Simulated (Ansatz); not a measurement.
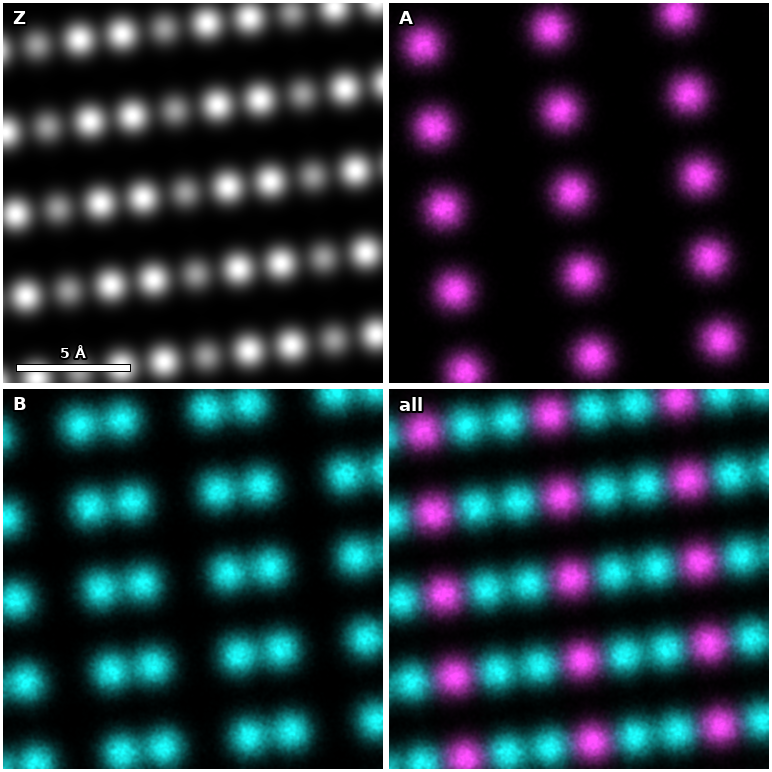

CsTl₂H₃ (P6/mmm, No. 191) along [100]. Panel Z: The image is simulated as a sum over atoms of Z^1.6, blurred by a 1.06 Å probe (no channelling). The display is stretched by a gamma of 0.8; percentages refer to the linear signal. The other panels are simulated element maps (the number of atoms of one element along the beam, blurred by 1.4 Å, with counting noise; each on its own scale, no channelling); the last overlays them. Atomic positions: the end point of a relaxation with DFT PBE, scalar-relativistic, plane waves, PAW (Ansatz); the starting structure was generated, so it need not be a known form of this composition.

```
CELL_PARAMETERS angstrom
6.61925 0.00000 0.00000
-3.30963 5.73244 0.00000
0.00000 0.00000 3.68347
ATOMIC_POSITIONS crystal
Cs 0.00000 0.00000 0.00000
Tl 0.33333 0.66667 0.00000
Tl 0.66667 0.33333 0.00000
H 0.50000 0.00000 0.50000
H 0.50000 0.50000 0.50000
H 0.00000 0.50000 0.50000
```

**Which element does each lettered map show?**

A: Cs, B: Tl. The projected cell (3.68 × 5.73 Å, 90°) holds 5 columns: 2 of Tl, 2 of H and 1 of Cs. No column is shared by two of the mapped elements.
